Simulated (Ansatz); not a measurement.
AlH$_{6}$PSn

```xyz
9

Al   -1.0456    0.4962    0.5745
P     2.6209    0.1492   -0.0976
Sn    1.1276   -1.0307    1.6824
H    -0.7275    1.4558   -0.6457
H    -2.4522    0.3254    1.2909
H    -0.3423   -1.0893    0.3662
H     0.1684    0.6647    1.8428
H     3.1036    1.0555    0.9014
H     3.6890   -0.7747    0.1426
```

Geometry: PBE0-D3(BJ)/def2-SVP; core potentials replace the inner electrons of Sn.

Theory: isolated molecule in a Gaussian basis; Kohn-Sham density functional theory, functional PBE0 (Ansatz).

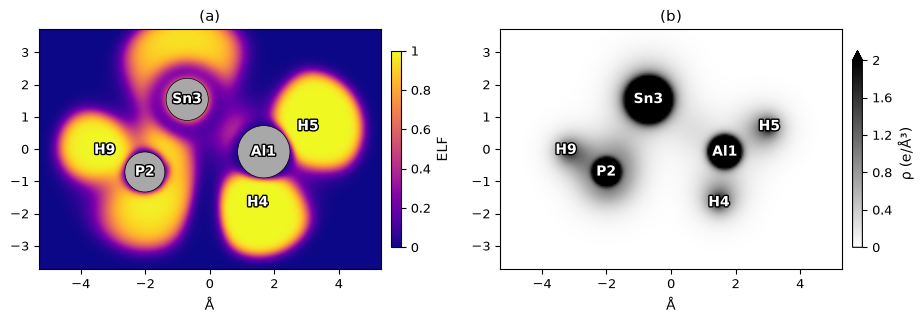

Figure 1. (a) ELF; (b) electron density on the plane of atoms H4, Al1 and H5. Grey discs cover the atomic cores in the ELF map.

### Describe what can be read from this map.

The plane passes through Al, P, Sn and H nuclei. Sn–P (2.61 Å): ρ is about 0.46 e/Å³ halfway; the ELF peaks at about 0.90 in the valence shell of P, 1.0 Å from its nucleus, and drops to about 0.20 between the two atoms. P–H (1.43 Å): ρ at the midpoint is about 1.1 e/Å³; the ELF climbs to about 1 towards the hydrogen, as it does in any bond to H. Al–H (1.58 Å): the density is about 0.55 e/Å³ at the midpoint; the ELF climbs to about 1 towards the hydrogen. The ELF also peaks beside P2, away from the bonds: lone-pair regions.

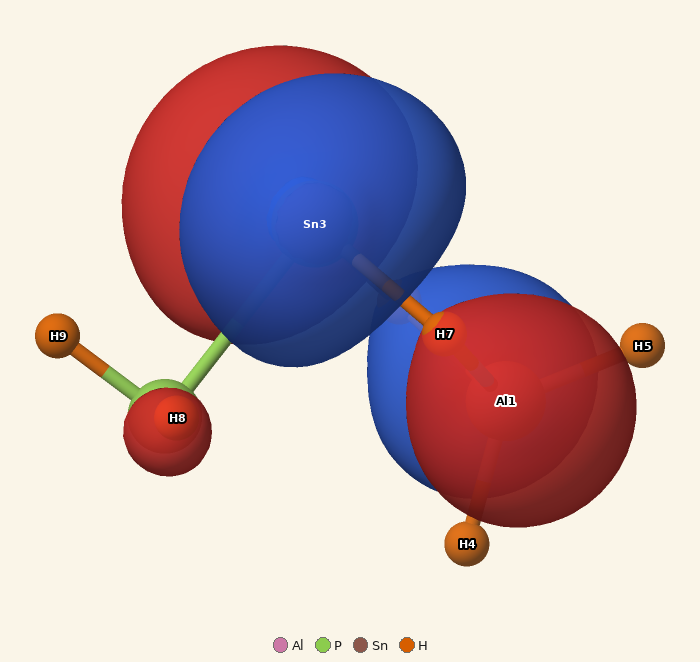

Figure 2. The LUMO at ±0.08 Å⁻³ᐟ² (red and blue are the two phases), seen at a tilt.

### What is the character of this orbital?

Its weight (Hirshfeld) is mainly on Sn3 (about 60 %) and Al1 (about 20 %). Its energy is −2.14 eV.

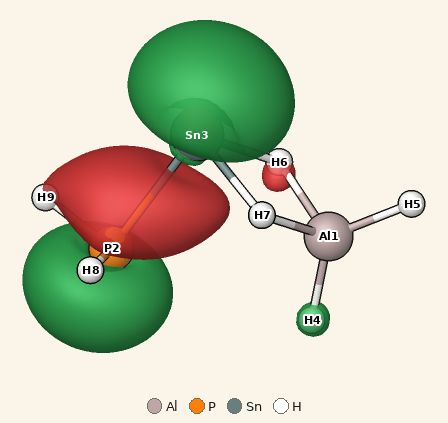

Figure 3. The HOMO at ±0.1 Å⁻³ᐟ² (green and red are the two phases), seen across its widest extent.

### Describe this orbital and give its energy.

It lies mainly on P2 (about 45 %) and Sn3 (about 40 %). Its energy is −6.55 eV.
